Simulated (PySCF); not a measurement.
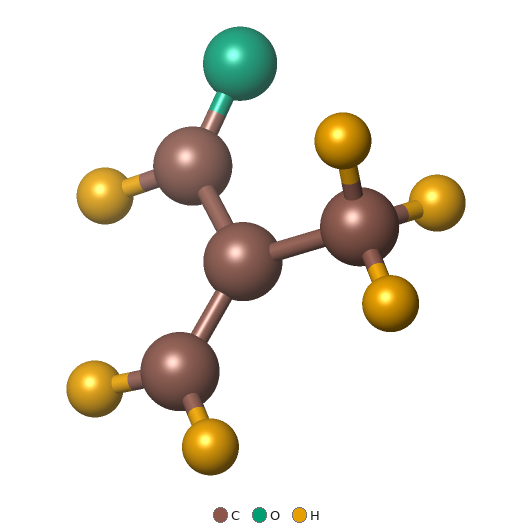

The picture shows a molecular structure as a ball-and-stick model.

The computed structure is the end point of a PBE0-D3(BJ)/def2-SVP optimisation. No frequency run is at hand to confirm it as a minimum.

What does the picture show?

It has 11 atoms: 4 carbon, 6 hydrogen and 1 oxygen (C₄H₆O). As SMILES it reads `C=C(C)C=O`. It has no ring. Among its groups: aldehyde, alkene. Coordination: 3 C trigonal planar; 1 C tetrahedral.

More results for the same structure follow; atom numbers are the same in all pictures, views and colours differ.

### Geometry

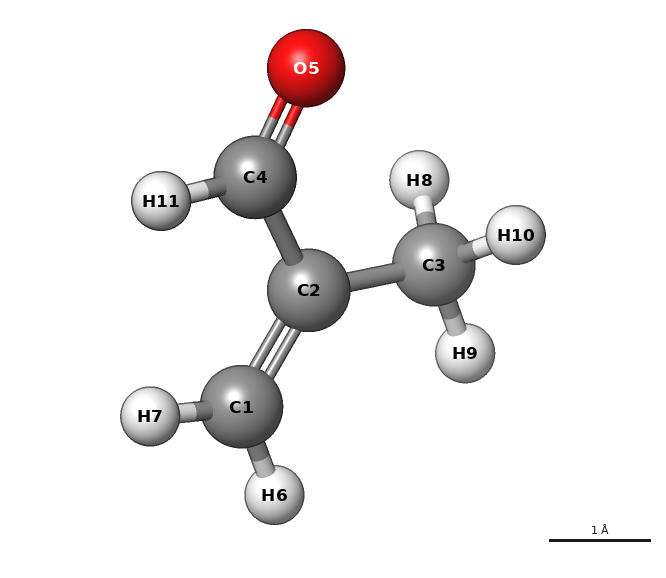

Numbered structure. No frequency run is at hand to confirm it as a minimum.

List the bonds and their lengths.

```
  bond  length (Å)   order
 C1–C2       1.341  double
 C1–H6       1.094  single
 C1–H7       1.095  single
 C2–C3       1.493  single
 C2–C4       1.482  single
 C3–H8       1.101  single
 C3–H9       1.098  single
C3–H10       1.101  single
 C4–O5       1.205  double
C4–H11       1.121  single
```

### Dipole moment

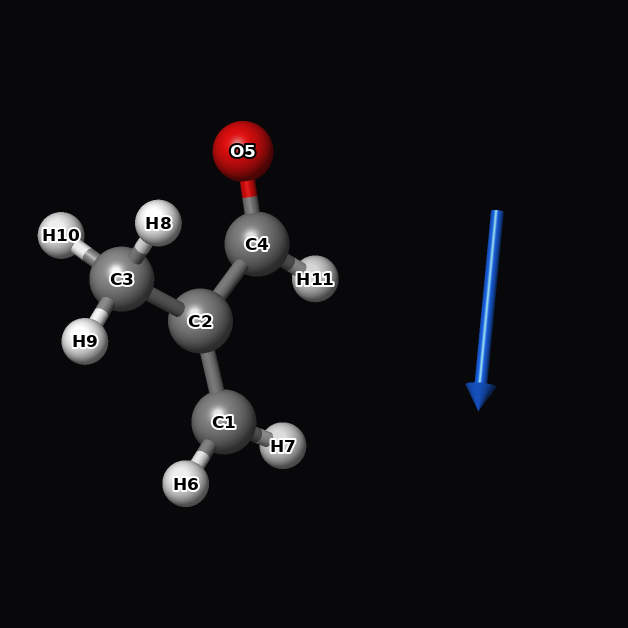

The arrow beside the molecule shows the direction of the dipole moment, from the negative to the positive end (its length means nothing). No frequency run is at hand to confirm it as a minimum. Level of theory: PBE0/def2-TZVPD, gas phase (PySCF 2.14.0).

> How large is the dipole moment?

2.97 D; it points from the side of O5 to the side of H6 (the outermost atoms at the two ends).

### Excitation

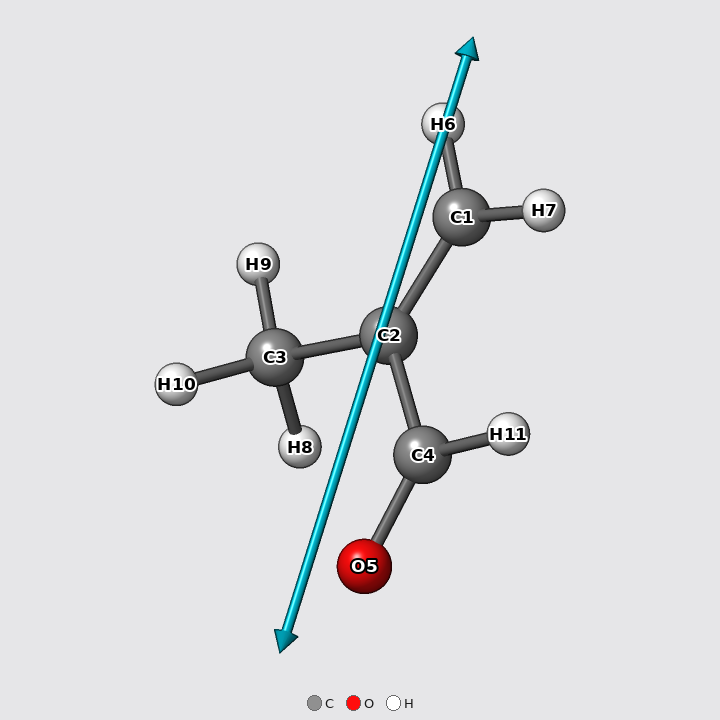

The double arrow shows the direction of the transition dipole to excited singlet state 2 (its length means nothing). No frequency run is at hand to confirm it as a minimum. Level of theory: TDDFT PBE0/def2-TZVPD, vertical, gas phase, core orbitals frozen in the response (PySCF 2.14.0).

> How is the transition polarised?

Close to the long direction C1···O5.

> Where does the transition lie, and how strong is it?

5.92 eV (209 nm), oscillator strength 0.29, mainly HOMO−1 → LUMO (weight 0.93); transition dipole 3.61 D.

### Polarisability

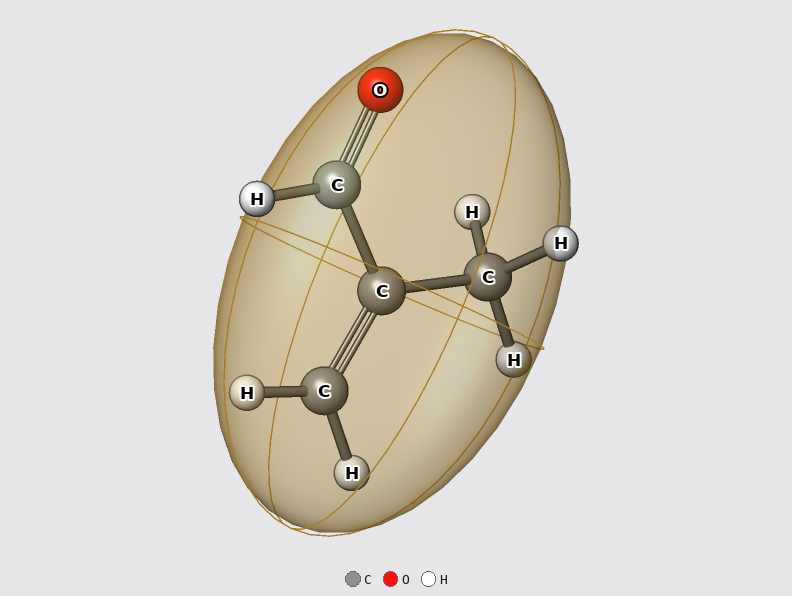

The ellipsoid shows the static dipole polarisability: its half-axes are proportional to the principal values. No frequency run is at hand to confirm it as a minimum. Level of theory: PBE0/6-31+G* (PySCF 2.14.0).

> Give the principal values, the mean and the anisotropy.

Principal values 32.9, 49.7, 71.1 bohr³; mean 51.2 bohr³ (7.59 Å³); anisotropy 33.2 bohr³, so the longest axis is 2.16 times the shortest.
